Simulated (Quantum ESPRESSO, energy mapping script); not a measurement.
## MnS: exchange couplings from total energies

Wanted: the magnetic order of MnS, its couplings and an estimate of its ordering temperature, by PBE+U (4 eV), QE, GBRV.

Calculated with Quantum ESPRESSO 7.5; PBE with U = 4 eV on Mn d, ortho-atomic projectors; plane waves, U on orthogonalised atomic orbitals unless named otherwise, collinear spin, no spin–orbit coupling.

**What experiment says.**

“Single-Crystal and Powder Neutron Diffraction Study of FeXMn1-XS Solid Solutions” (2011, arxiv:1108.4537) reports for MnS, rock salt, by neutron diffraction (x = 0): ordering temperature (Neel temperature) 150 K.

The database entry behind the starting cell differs from later determinations by our own check (an axis about 0.2 % short against later determinations), so it need not match the best structure at ambient conditions.

## 1. The structure

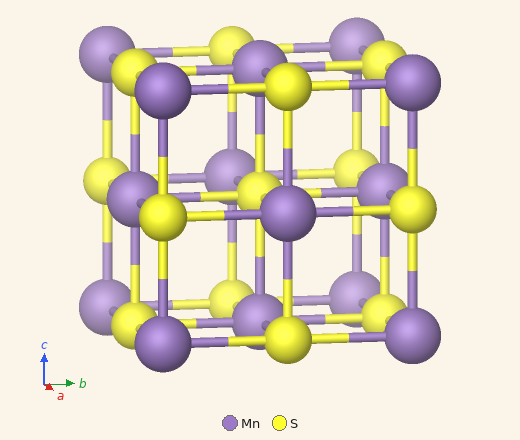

Start, viewed slightly off an axis; manganese light purple, sulfur yellow. This picture shows the conventional cell, with its axes. Some periodic images of atoms are drawn too.

The U corrects the self-interaction that lets semilocal functionals spread d and f electrons too far. Its value here is typed, not computed. These runs use Quantum ESPRESSO.

## 2. Parallel start in cell A (4 atoms)

Each cell gets its own parallel run on the same mesh, so that most of the mesh error cancels in the differences.

The potential files are GBRV's for PBE; pw.x takes the functional from them.

Input file pw.in:

```
&control
  calculation = 'scf'
  prefix = 'pw'
  outdir = './tmp/'
  pseudo_dir = './pseudo/'
  verbosity = 'low'
/
&system
  ibrav = 0
  nat = 4
  ntyp = 2
  ecutwfc = 45
  ecutrho = 360
  nbnd = 38
  occupations = 'smearing'
  smearing = 'fd'
  degauss = 0.00367493
  nspin = 2
  starting_magnetization(1) = 0.3000
/
&electrons
  conv_thr = 1.0e-08
  electron_maxstep = 120
  mixing_beta = 0.3
  mixing_mode = 'plain'
/
ATOMIC_SPECIES
  Mn 54.9380 Mn.upf
  S 32.0600 S.upf
CELL_PARAMETERS angstrom
  0.00000000 -2.60450000 -2.60450000
  -2.60450000 0.00000000 -2.60450000
  2.60450000 2.60450000 -5.20900000
ATOMIC_POSITIONS crystal
  Mn 0.50000000 0.50000000 0.50000000
  Mn 0.00000000 0.00000000 0.00000000
  S 0.75000000 0.75000000 0.75000000
  S 0.25000000 0.25000000 0.25000000
K_POINTS automatic
  7 7 7 0 0 0
HUBBARD {ortho-atomic}
U Mn-3d 4
```

The run is started by

```console
$ OMP_NUM_THREADS=1 mpirun -n 8 pw.x -nk 8 -in pw.in > pw.out
```

Output:

```text
Program PWSCF v.7.5 starts
[...]
unit-cell volume          =     476.9026 (a.u.)^3
     number of atoms/cell      =            4
[...]
number of electrons       =        42.00
     number of Kohn-Sham states=           38
     kinetic-energy cutoff     =      45.0000  Ry
     charge density cutoff     =     360.0000  Ry
     scf convergence threshold =      1.0E-08
[...]
Exchange-correlation=  SLA  PW   PBX  PBC
[...]
Hubbard projectors: ortho-atomic
     Hubbard parameters of DFT+U (Dudarev formulation) in eV:
[...]
atomic species   magnetization
[...]
12 Sym. Ops., with inversion, found
[...]
number of k points=    44  Fermi-Dirac smearing, width (Ry)=  0.0037
[...]
Number of occupied Hubbard levels =   10.0000
     Atomic wfc used for Hubbard projectors are orthogonalized
[...]
iteration #  1     ecut=    45.00 Ry     beta= 0.30
[...]
Number of occupied Hubbard levels =   10.0066
     total energy              =    -470.47062287 Ry
     estimated scf accuracy    <       0.96778186 Ry
     total magnetization       =    10.00 Bohr mag/cell
     absolute magnetization    =    10.00 Bohr mag/cell
     iteration #  2     ecut=    45.00 Ry     beta= 0.30
[...]
total energy              =    -470.63418310 Ry
     estimated scf accuracy    <       0.04635011 Ry
     total magnetization       =    10.00 Bohr mag/cell
     absolute magnetization    =    10.00 Bohr mag/cell
     iteration #  3     ecut=    45.00 Ry     beta= 0.30
[...]
total energy              =    -470.65036742 Ry
     estimated scf accuracy    <       0.01782090 Ry
     total magnetization       =    10.00 Bohr mag/cell
     absolute magnetization    =    10.00 Bohr mag/cell
     iteration #  4     ecut=    45.00 Ry     beta= 0.30
[...]
total energy              =    -470.65157417 Ry
     estimated scf accuracy    <       0.00168381 Ry
     total magnetization       =    10.00 Bohr mag/cell
     absolute magnetization    =    10.00 Bohr mag/cell
     iteration #  5     ecut=    45.00 Ry     beta= 0.30
[...]
total energy              =    -470.65193639 Ry
     estimated scf accuracy    <       0.00009971 Ry
     total magnetization       =    10.00 Bohr mag/cell
     absolute magnetization    =    10.00 Bohr mag/cell
     iteration #  6     ecut=    45.00 Ry     beta= 0.30
[...]
total energy              =    -470.65195320 Ry
     estimated scf accuracy    <       0.00014690 Ry
     total magnetization       =    10.00 Bohr mag/cell
     absolute magnetization    =    10.00 Bohr mag/cell
     iteration #  7     ecut=    45.00 Ry     beta= 0.30
[...]
total energy              =    -470.65196051 Ry
     estimated scf accuracy    <       0.00001798 Ry
     total magnetization       =    10.00 Bohr mag/cell
     absolute magnetization    =    10.00 Bohr mag/cell
     iteration #  8     ecut=    45.00 Ry     beta= 0.30
[...]
total energy              =    -470.65196738 Ry
     estimated scf accuracy    <       0.00000146 Ry
     total magnetization       =    10.00 Bohr mag/cell
     absolute magnetization    =    10.00 Bohr mag/cell
     iteration #  9     ecut=    45.00 Ry     beta= 0.30
[...]
total energy              =    -470.65196776 Ry
     estimated scf accuracy    <       0.00000016 Ry
     total magnetization       =    10.00 Bohr mag/cell
     absolute magnetization    =    10.00 Bohr mag/cell
     iteration # 10     ecut=    45.00 Ry     beta= 0.30
[...]
Magnetic moment per site  (integrated on atomic sphere of radius R)
     atom   1 (R=0.292)  charge= 13.1407  magn=  4.5074
     atom   2 (R=0.292)  charge= 13.1411  magn=  4.5075
     atom   3 (R=0.292)  charge=  4.7240  magn=  0.1148
     atom   4 (R=0.292)  charge=  4.7240  magn=  0.1148
     End of self-consistent calculation
     =================== HUBBARD OCCUPATIONS ===================
     ------------------------ ATOM    1 ------------------------
     Tr[ns(  1)] (up, down, total) =   4.97219  0.26134  5.23353
     Atomic magnetic moment for atom   1 =   4.71085
     SPIN  1
     eigenvalues:
       0.991  0.991  0.997  0.997  0.997
     eigenvectors (columns):
       0.435 -0.900 -0.000 -0.000  0.000
      -0.000 -0.000 -0.577  0.398 -0.713
       0.000 -0.000 -0.577  0.419  0.701
      -0.900 -0.435  0.000  0.000  0.000
      -0.000  0.000 -0.577 -0.816  0.012
     occupation matrix ns (before diag.):
       0.991 -0.000 -0.000  0.000  0.000
      -0.000  0.997 -0.000 -0.000 -0.000
      -0.000 -0.000  0.997  0.000 -0.000
       0.000 -0.000  0.000  0.991 -0.000
[...]
SPIN  2
     eigenvalues:
[...]
eigenvectors (columns):
[...]
occupation matrix ns (before diag.):
[...]
------ SPIN UP ------------
          k = 0.0000 0.0000-0.0000 (  2437 PWs)   bands (ev):
   -72.1963 -72.1960 -40.9294 -40.9228 -40.9228 -40.9219 -40.9217 -40.9217
    -4.0882  -2.6770   2.7858   3.8058   3.8058   4.5603   4.5604   4.5604
     4.6735   4.6735   5.0392   5.0392   5.9305   8.6514   8.6514   8.6516
    10.1353  10.1353  12.0212  13.1102  15.6110  15.6110  18.7847  18.7847
    18.7847  18.7907  20.8712  21.8965  22.2921  22.2921
          k = 0.0505 0.0505-0.0505 (  2454 PWs)   bands (ev):
   -72.1963 -72.1960 -40.9291 -40.9228 -40.9228 -40.9222 -40.9218 -40.9218
    -4.0348  -2.7737   2.9407   3.8399   3.8399   4.5323   4.5619   4.5619
     4.6403   4.6403   5.0153   5.0153   5.9537   8.2822   8.7290   8.7290
    10.0572  10.0572  12.4050  13.2175  15.7755  15.7755  18.2851  18.6192
    18.7793  18.7793  20.8519  20.8519  21.3495  22.0972
          k = 0.1010 0.1010-0.1010 (  2451 PWs)   bands (ev):
   -72.1963 -72.1960 -40.9281 -40.9233 -40.9226 -40.9226 -40.9219 -40.9219
    -3.8792  -3.0213   3.3399   3.9389   3.9389   4.4319   4.4556   4.4556
[...]
18.5294  18.5294  20.1673  20.1674  21.5645  21.6135
          k = 0.1515 0.1515-0.1515 (  2442 PWs)   bands (ev):
[...]
17.7819  17.7819  20.2987  20.2987  20.8591  20.8591
          k =-0.1515 0.0505-0.0505 (  2434 PWs)   bands (ev):
[...]
18.6289  18.8061  19.1714  21.3416  22.1102  22.1915
          k =-0.1010 0.1010-0.1010 (  2439 PWs)   bands (ev):
[...]
18.5294  18.7058  20.1673  20.1674  21.5642  21.7650
          k =-0.0505 0.1515-0.1515 (  2447 PWs)   bands (ev):
[...]
18.1205  18.3135  19.3208  20.9476  21.1887  22.0886
          k =-0.0000 0.2020-0.2020 (  2444 PWs)   bands (ev):
[...]
17.6364  17.7210  19.2786  20.4641  21.6559  22.4833
          k =-0.3030-0.1010 0.1010 (  2457 PWs)   bands (ev):
[...]
16.9897  18.2906  19.6748  19.6974  22.0374  22.4755
          k =-0.2525-0.0505 0.0505 (  2437 PWs)   bands (ev):
[...]
17.5284  18.6565  19.0347  20.3726  21.9674  22.9348
          k =-0.2020-0.0000 0.0000 (  2443 PWs)   bands (ev):
[...]
k =-0.3030 0.1010-0.1010 (  2441 PWs)   bands (ev):
[...]
k =-0.2525 0.1515-0.1515 (  2427 PWs)   bands (ev):
[...]
k =-0.2020 0.2020-0.2020 (  2427 PWs)   bands (ev):
[...]
k =-0.1515 0.2525-0.2525 (  2442 PWs)   bands (ev):
[...]
k =-0.4546-0.0505 0.0505 (  2441 PWs)   bands (ev):
[...]
k =-0.4041 0.0000-0.0000 (  2428 PWs)   bands (ev):
[...]
k =-0.3536 0.0505-0.0505 (  2438 PWs)   bands (ev):
[...]
[... cut ...]
[...]
k =-0.4546-0.0505 0.0505 (  2441 PWs)   bands (ev):
[...]
k =-0.6061-0.0000 0.0000 (  2416 PWs)   bands (ev):
[...]
k =-0.2525-0.0505-0.1515 (  2442 PWs)   bands (ev):
[...]
k =-0.2020-0.0000-0.2020 (  2427 PWs)   bands (ev):
[...]
k =-0.1010 0.1010-0.3030 (  2453 PWs)   bands (ev):
[...]
k =-0.4041-0.2020 0.0000 (  2443 PWs)   bands (ev):
[...]
k =-0.4041 0.0000-0.2020 (  2425 PWs)   bands (ev):
[...]
k =-0.3536 0.0505-0.2525 (  2429 PWs)   bands (ev):
[...]
k =-0.3030 0.1010-0.3030 (  2421 PWs)   bands (ev):
[...]
k =-0.2525 0.1515-0.3536 (  2420 PWs)   bands (ev):
[...]
k =-0.5556-0.1515-0.0505 (  2435 PWs)   bands (ev):
[...]
k =-0.5051-0.1010-0.1010 (  2440 PWs)   bands (ev):
[...]
k =-0.4546-0.0505-0.1515 (  2443 PWs)   bands (ev):
[...]
k = 0.5051-0.3030 0.1010 (  2430 PWs)   bands (ev):
[...]
k = 0.6061-0.2020 0.0000 (  2413 PWs)   bands (ev):
[...]
k = 0.6566-0.1515-0.0505 (  2420 PWs)   bands (ev):
[...]
k = 0.3536-0.4546 0.2525 (  2410 PWs)   bands (ev):
[...]
20.3000  21.9347  22.8282  23.0954  23.3566  23.7489
          k = 0.5556-0.4546 0.0505 (  2425 PWs)   bands (ev):
[...]
19.3615  19.5889  22.1493  22.5879  23.3437  24.2633
          k = 0.6061-0.4041 0.0000 (  2422 PWs)   bands (ev):
[...]
18.9843  18.9895  21.6664  23.1628  23.8039  23.8445
          k = 0.6566-0.3536-0.0505 (  2426 PWs)   bands (ev):
[...]
13.6777  14.3416  15.3777  16.3835  17.4931  18.0514  18.0615  18.2834
    18.3893  18.7739  21.4612  23.4121  23.6444  24.6579
          k = 0.4546-0.5556 0.1515 (  2415 PWs)   bands (ev):
   -67.0203 -67.0203 -35.8671 -35.8668 -35.8637 -35.8630 -35.8612 -35.8611
    -2.3213  -2.2727   4.8918   5.0110   6.0633   6.3456   7.2576   7.3189
    12.3076  12.4493  13.1798  13.2364  13.3417  13.4322  13.5806  13.6166
    13.6849  13.7528  14.9738  15.2921  17.0891  17.5061  18.6945  18.9961
    19.4066  19.5334  22.6072  22.9425  23.0168  24.0720
     the Fermi energy is    10.6467 ev
!    total energy              =    -470.65196790 Ry
     estimated scf accuracy    <          1.8E-09 Ry
     smearing contrib. (-TS)   =      -0.00000015 Ry
     internal energy E=F+TS    =    -470.65196775 Ry
     The total energy is F=E-TS. E is the sum of the following terms:
     one-electron contribution =    -264.95228997 Ry
     hartree contribution      =     147.75223707 Ry
     xc contribution           =     -70.54411443 Ry
     ewald contribution        =    -282.98656422 Ry
     Hubbard energy            =       0.07876380 Ry
     total magnetization       =    10.00 Bohr mag/cell
     absolute magnetization    =    10.00 Bohr mag/cell
     convergence has been achieved in  10 iterations
=------------------------------------------------------------------------------=
   JOB DONE.
=------------------------------------------------------------------------------=
```

It took 24 s on 8 MPI ranks of Intel Xeon Platinum 8375C at 2.90GHz (Ice Lake), shared host; peak memory 1.1 GiB.

Spin moment in the sphere by atom:

| atom | spin moment in the sphere (μB) |
| --- | --- |
| Mn1 | 4.51 |
| Mn2 | 4.51 |
| S3 | 0.11 |
| S4 | 0.11 |

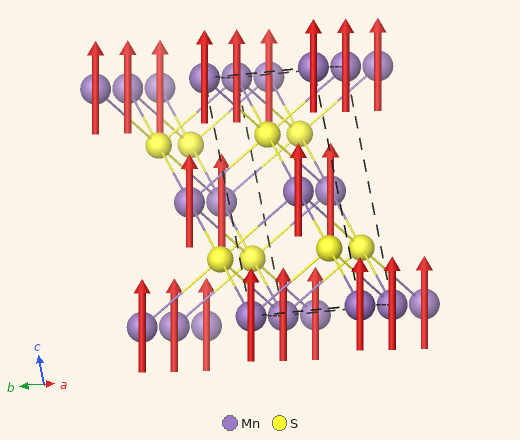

Spin moment in the sphere as arrows, the longest 4.51 μB. Up and down stand for the sign. Arrows give size and sign along the axis of quantisation, drawn up and down the page. Bonds to atoms that aren't drawn are left out. 2×2×1 cells are drawn. Some periodic images of atoms are drawn too.

The run ends ferromagnetic.

## 3. Order 2: compensated +−, cell A of 4 atoms

This order reverses 6 of the 12 neighbours at 3.68 Å, 6 of the 6 neighbours at 5.21 Å and 12 of the 24 neighbours at 6.38 Å, counted for an average magnetic atom.

Edit pw.in of step 2 so:

```diff
@@ -10,6 +10,6 @@
   nat = 4
-  ntyp = 2
+  ntyp = 3
   ecutwfc = 45
   ecutrho = 360
-  nbnd = 38
+  nbnd = 33
   occupations = 'smearing'
@@ -19,2 +19,3 @@
   starting_magnetization(1) = 0.3000
+  starting_magnetization(2) = -0.3000
 /
@@ -27,3 +28,4 @@
 ATOMIC_SPECIES
-  Mn 54.9380 Mn.upf
+  Mn1 54.9380 Mn.upf
+  Mn2 54.9380 Mn.upf
   S 32.0600 S.upf
@@ -34,4 +36,4 @@
 ATOMIC_POSITIONS crystal
-  Mn 0.50000000 0.50000000 0.50000000
-  Mn 0.00000000 0.00000000 0.00000000
+  Mn1 0.50000000 0.50000000 0.50000000
+  Mn2 0.00000000 0.00000000 0.00000000
   S 0.75000000 0.75000000 0.75000000
@@ -41,2 +43,3 @@
 HUBBARD {ortho-atomic}
-U Mn-3d 4
+U Mn1-3d 4
+U Mn2-3d 4
```

Output:

```text
[banner, memory and clock lines left out]
Program PWSCF v.7.5 starts
[...]
unit-cell volume          =     476.9026 (a.u.)^3
     number of atoms/cell      =            4
[...]
number of electrons       =        42.00
     number of Kohn-Sham states=           33
     kinetic-energy cutoff     =      45.0000  Ry
     charge density cutoff     =     360.0000  Ry
     scf convergence threshold =      1.0E-08
[...]
Exchange-correlation=  SLA  PW   PBX  PBC
[...]
Hubbard projectors: ortho-atomic
     Hubbard parameters of DFT+U (Dudarev formulation) in eV:
[...]
atomic species   magnetization
[...]
12 Sym. Ops., with inversion, found
[...]
number of k points=    44  Fermi-Dirac smearing, width (Ry)=  0.0037
[...]
Number of occupied Hubbard levels =   10.0000
     Atomic wfc used for Hubbard projectors are orthogonalized
[...]
iteration #  1     ecut=    45.00 Ry     beta= 0.30
[...]
Number of occupied Hubbard levels =   10.0343
     total energy              =    -470.46823244 Ry
     estimated scf accuracy    <       0.98466139 Ry
     total magnetization       =     0.00 Bohr mag/cell
     absolute magnetization    =     9.39 Bohr mag/cell
     iteration #  2     ecut=    45.00 Ry     beta= 0.30
[...]
total energy              =    -470.63986971 Ry
     estimated scf accuracy    <       0.04524745 Ry
     total magnetization       =    -0.00 Bohr mag/cell
     absolute magnetization    =     9.47 Bohr mag/cell
     iteration #  3     ecut=    45.00 Ry     beta= 0.30
[...]
total energy              =    -470.65791366 Ry
     estimated scf accuracy    <       0.01885198 Ry
     total magnetization       =     0.00 Bohr mag/cell
     absolute magnetization    =     9.46 Bohr mag/cell
[...]
total energy              =    -470.66032450 Ry
[...]
iteration # 10     ecut=    45.00 Ry     beta= 0.30
[...]
total energy              =    -470.66032469 Ry
     estimated scf accuracy    <       0.00000051 Ry
     total magnetization       =     0.00 Bohr mag/cell
     absolute magnetization    =     9.47 Bohr mag/cell
     iteration # 11     ecut=    45.00 Ry     beta= 0.30
[...]
Magnetic moment per site  (integrated on atomic sphere of radius R)
     atom   1 (R=0.292)  charge= 13.1496  magn=  4.4255
     atom   2 (R=0.292)  charge= 13.1500  magn= -4.4257
     atom   3 (R=0.292)  charge=  4.7178  magn= -0.0000
[...]
19.4314
          k = 0.0505 0.0505-0.0505 (  2454 PWs)   bands (ev):
[...]
19.4015
          k = 0.1010 0.1010-0.1010 (  2451 PWs)   bands (ev):
[...]
19.1444
          k = 0.1515 0.1515-0.1515 (  2442 PWs)   bands (ev):
[...]
k =-0.1515 0.0505-0.0505 (  2434 PWs)   bands (ev):
[...]
k =-0.1010 0.1010-0.1010 (  2439 PWs)   bands (ev):
[...]
k =-0.0505 0.1515-0.1515 (  2447 PWs)   bands (ev):
[...]
k =-0.3030-0.1010 0.1010 (  2457 PWs)   bands (ev):
[...]
k =-0.2525-0.0505 0.0505 (  2437 PWs)   bands (ev):
[...]
k =-0.2020-0.0000 0.0000 (  2443 PWs)   bands (ev):
[...]
[... cut ...]
[...]
k =-0.6061-0.0000 0.0000 (  2416 PWs)   bands (ev):
[...]
k =-0.2525-0.0505-0.1515 (  2442 PWs)   bands (ev):
[...]
k =-0.2020-0.0000-0.2020 (  2427 PWs)   bands (ev):
[...]
k =-0.4041-0.2020 0.0000 (  2443 PWs)   bands (ev):
[...]
k =-0.3030 0.1010-0.3030 (  2421 PWs)   bands (ev):
[...]
k =-0.2525 0.1515-0.3536 (  2420 PWs)   bands (ev):
[...]
k =-0.5556-0.1515-0.0505 (  2435 PWs)   bands (ev):
[...]
k =-0.5051-0.1010-0.1010 (  2440 PWs)   bands (ev):
[...]
k =-0.4546-0.0505-0.1515 (  2443 PWs)   bands (ev):
[...]
k = 0.5051-0.3030 0.1010 (  2430 PWs)   bands (ev):
[...]
k = 0.6061-0.2020 0.0000 (  2413 PWs)   bands (ev):
[...]
k = 0.6566-0.1515-0.0505 (  2420 PWs)   bands (ev):
[...]
k = 0.3536-0.4546 0.2525 (  2410 PWs)   bands (ev):
[...]
k = 0.5556-0.4546 0.0505 (  2425 PWs)   bands (ev):
[...]
k = 0.6061-0.4041 0.0000 (  2422 PWs)   bands (ev):
[...]
k = 0.6566-0.3536-0.0505 (  2426 PWs)   bands (ev):
[...]
17.9537
          k = 0.4546-0.5556 0.1515 (  2415 PWs)   bands (ev):
[...]
5.6814   6.4840   6.7834   8.1845   8.4333  12.4598  12.8571  13.2221
    13.2861  13.5873  14.3244  14.6241  16.5650  17.0386  18.2069  18.6342
    18.8172
     the Fermi energy is    10.7440 ev
!    total energy              =    -470.66032483 Ry
     estimated scf accuracy    <          6.1E-09 Ry
     smearing contrib. (-TS)   =      -0.00000000 Ry
     internal energy E=F+TS    =    -470.66032483 Ry
     The total energy is F=E-TS. E is the sum of the following terms:
     one-electron contribution =    -265.10927628 Ry
     hartree contribution      =     147.86894929 Ry
     xc contribution           =     -70.52325781 Ry
     ewald contribution        =    -282.98656422 Ry
     Hubbard energy            =       0.08982420 Ry
     total magnetization       =    -0.00 Bohr mag/cell
     absolute magnetization    =     9.47 Bohr mag/cell
     convergence has been achieved in  11 iterations
```

Run time: 36 s. Hardware: 8 MPI ranks; peak memory 1.1 GiB; 4.7 min of CPU time.

Spin moment in the sphere by atom:

| atom | spin moment in the sphere (μB) |
| --- | --- |
| Mn1 | 4.43 |
| Mn2 | -4.43 |
| S3 | 0.00 |
| S4 | 0.00 |

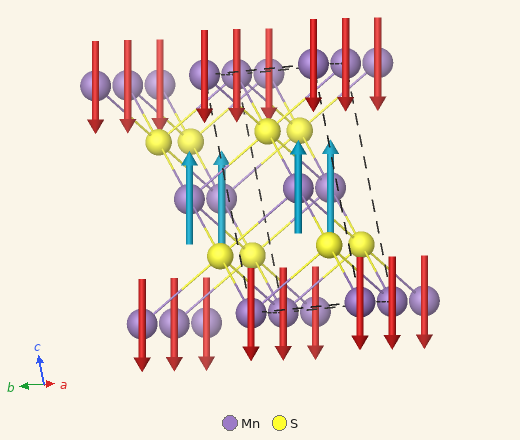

Spin moment in the sphere as arrows, the longest 4.43 μB. Up and down stand for the sign. Arrows give size and sign along the axis of quantisation, drawn up and down the page. The two directions have two colours. Bonds to atoms that aren't drawn are left out. 2×2×1 cells are drawn. Some periodic images of atoms are drawn too.

The run ends antiferromagnetic, 56.85 meV a magnetic atom below the parallel order of its cell.

## 4. Run 3 (parallel; cell B, 4 atoms)

A new cell needs its own zero of energy.

This run holds the same structure in another cell (c 6.380 → 5.209 Å, α 73.2 → 90.0°, β 73.2 → 90.0°, γ 60.0 → 90.0°).

Input file pw.in:

```
&control
  calculation = 'scf'
  prefix = 'pw'
  outdir = './tmp/'
  pseudo_dir = './pseudo/'
  verbosity = 'low'
/
&system
  ibrav = 0
  nat = 4
  ntyp = 2
  ecutwfc = 45
  ecutrho = 360
  nbnd = 38
  occupations = 'smearing'
  smearing = 'fd'
  degauss = 0.00367493
  nspin = 2
  starting_magnetization(1) = 0.3000
/
&electrons
  conv_thr = 1.0e-08
  electron_maxstep = 120
  mixing_beta = 0.3
  mixing_mode = 'plain'
/
ATOMIC_SPECIES
  Mn 54.9380 Mn.upf
  S 32.0600 S.upf
CELL_PARAMETERS angstrom
  0.00000000 -2.60450000 -2.60450000
  0.00000000 2.60450000 -2.60450000
  5.20900000 0.00000000 0.00000000
ATOMIC_POSITIONS crystal
  Mn 0.50000000 0.50000000 0.50000000
  Mn 0.00000000 0.00000000 0.00000000
  S 0.50000000 0.50000000 0.00000000
  S 0.00000000 0.00000000 0.50000000
K_POINTS automatic
  6 6 4 0 0 0
HUBBARD {ortho-atomic}
U Mn-3d 4
```

Output:

```text
[banner, memory and clock lines left out]
Program PWSCF v.7.5 starts
[...]
unit-cell volume          =     476.9026 (a.u.)^3
     number of atoms/cell      =            4
[...]
number of electrons       =        42.00
     number of Kohn-Sham states=           38
     kinetic-energy cutoff     =      45.0000  Ry
     charge density cutoff     =     360.0000  Ry
[...]
The total energy is F=E-TS. E is the sum of the following terms:
     one-electron contribution =    -264.95238729 Ry
     hartree contribution      =     147.75278699 Ry
     xc contribution           =     -70.54441658 Ry
     ewald contribution        =    -282.98656422 Ry
     Hubbard energy            =       0.07874056 Ry
     total magnetization       =    10.00 Bohr mag/cell
     absolute magnetization    =    10.00 Bohr mag/cell
     convergence has been achieved in  10 iterations
[key lines of the parts left out:]
!    total energy              =    -470.65184100 Ry
the Fermi energy is    10.6014 ev
```

Wall time 21 s (8 MPI ranks); peak memory 0.99 GiB.

The run ends ferromagnetic. For each magnetic atom its energy differs from the parallel run of the first cell by 0.86 meV, an error that one common reference would have brought in.

[end of part 1 of 3]

[Logs and program files are shortened in this print: banners, set-up blocks, solver, clock and traceback lines can be left out without a mark of their own.]

[Logs are printed without paths, hosts, clocks, repeated set-up lines and the standing remarks that a program may print on its own settings, such as how far it seeks lower states.]

[Hosts, paths, dates, database ids (printed as entryN), source tags and the programs' standing remarks are cut or masked in the printed files.]

[Where a cell is said to come from a database of computed structures, the database is the Materials Project.]
